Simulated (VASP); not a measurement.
Band structure of SnSe. All values below come from r2SCAN meta-GGA, VASP's PBE PAW potentials (set 64) (plane waves; VASP 6.6.1).

The cell holds a wide vacuum, so values per volume refer to the whole cell. The path is coarsely sampled, so an indirect gap can come out somewhat too large. Unless said otherwise, spin-orbit coupling is left out, though it shifts the bands of the heavy elements here.

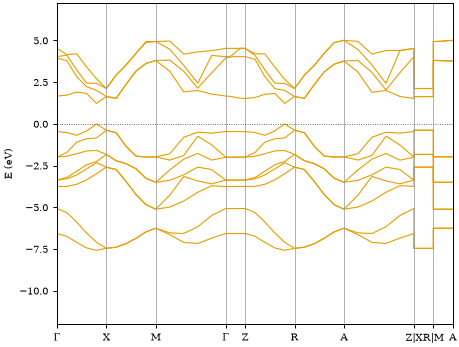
Figure: Bands along high-symmetry lines, zero at the valence-band maximum or, without a gap, the Fermi level

Problem. Read the plot: is there a gap, and where are the band edges?

Solution. The gap is direct, 1.23 eV, from the valence maximum at Z-R at 0.80 to the conduction minimum at Z-R at 0.80.

The cell is a sheet with vacuum, built from a database entry that may be metastable or hypothetical.
